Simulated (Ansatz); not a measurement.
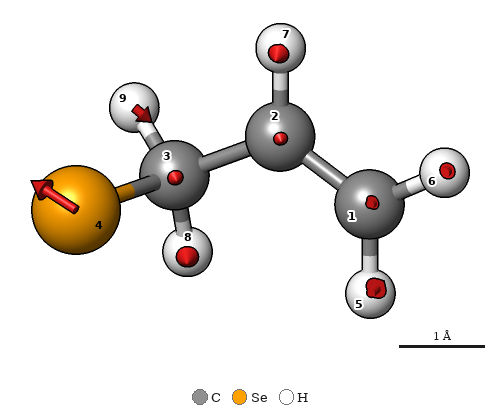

This is a relaxation of C3H5Se (multiplicity 2). The starting structure is drawn; red arrows show the displacements, magnified 2 times. The two geometries are superimposed by the best rigid fit.

A ball-and-stick model, seen at a tilt.

The start comes from PBE-D4/def2-SVP.

All numbers below come from UKS PBE0-D4/def2-TZVP in Ansatz 0.2.0.

Input
```yaml
crystal:
  periodic: [false, false, false]
  atoms:
    - {symbol: C, position_ang: [0.421542, 1.255744, -0.488299]}
    - {symbol: C, position_ang: [0.011061, 0.357465, 0.435884]}
    - {symbol: C, position_ang: [-0.527985, -0.997702, 0.102586]}
    - {symbol: Se, position_ang: [1.091089, -2.114926, 0.277064]}
    - {symbol: H, position_ang: [0.342441, 1.042926, -1.567024]}
    - {symbol: H, position_ang: [0.838797, 2.230686, -0.193896]}
    - {symbol: H, position_ang: [0.125626, 0.587632, 1.509218]}
    - {symbol: H, position_ang: [-0.931396, -1.060201, -0.925917]}
    - {symbol: H, position_ang: [-1.282575, -1.348023, 0.833384]}
basis:
  gaussian: {orbitals: def2-TZVP}
magnetization: {spin_polarized: true, initial_magnetization: 1}
hamiltonian: {xc: pbe0, dispersion: d4}
relax: {f_tol: 0.005, max_steps: 150}
```

Q: Which element moves most?

A: Selenium: up to 0.36 Å, against 0.20 Å for hydrogen.

Q: Describe the change and its energy.

A: Se4 moves most after the best rigid fit: 0.36 Å. Largest moves by element: Se 0.36 Å, H 0.20 Å, C 0.10 Å. Some distances before and after: C1–C2 1.353 → 1.327 Å, C3–Se4 1.975 → 1.953 Å, C1–H6 1.101 → 1.083 Å, C3–H8 1.107 → 1.090 Å. Bond angles that change, for instance: C2–C3–Se4 101.4° → 110.7°, Se4–C3–H9 108.7° → 103.9°. Over 13 accepted moves (15 points after the start) the energy falls by 5.40 kJ/mol. The largest force component goes from 0.65 to 0.0023 eV/Å. The line search rejected the trial steps at points 9, 11 of the run.
